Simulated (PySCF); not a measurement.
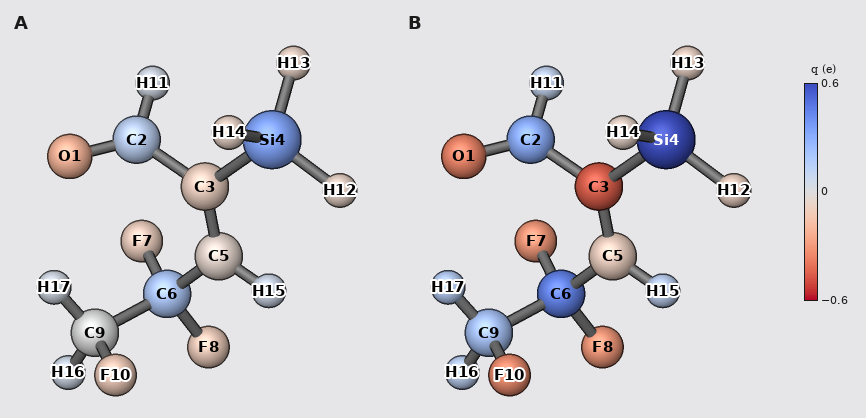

Atomic charges of one calculation by 2 schemes, on one colour scale. The computed structure is the end point of a GFN2-xTB optimisation. No frequency run is at hand to confirm it as a minimum. Level of theory: PBE0/pcSseg-1 (PySCF 2.14.0).

Question: The schemes are Hirshfeld, Mulliken. Which panel shows which?

Answer: A Hirshfeld, B Mulliken.

List the charges (e), one line for each set of equivalent atoms.

| atom | Hirshfeld | Mulliken |
| --- | --- | --- |
| O1 | −0.20 | −0.35 |
| C2 | 0.12 | 0.30 |
| C3 | −0.09 | −0.45 |
| Si4 | 0.33 | 0.59 |
| C5 | −0.05 | −0.09 |
| C6 | 0.18 | 0.44 |
| F7 | −0.09 | −0.30 |
| F8 | −0.10 | −0.30 |
| C9 | 0.00 | 0.20 |
| F10 | −0.11 | −0.33 |
| H11 | 0.05 | 0.10 |
| H12 | −0.06 | −0.08 |
| H13 | −0.07 | −0.07 |
| H14 | −0.06 | −0.06 |
| H15 | 0.06 | 0.12 |
| H16 | 0.05 | 0.13 |
| H17 | 0.04 | 0.15 |

The geometry is semi-empirical. Around Si such bond lengths and angles can be off by a tenth of an ångström or more and by several degrees, and values that hang on the shape move with them.
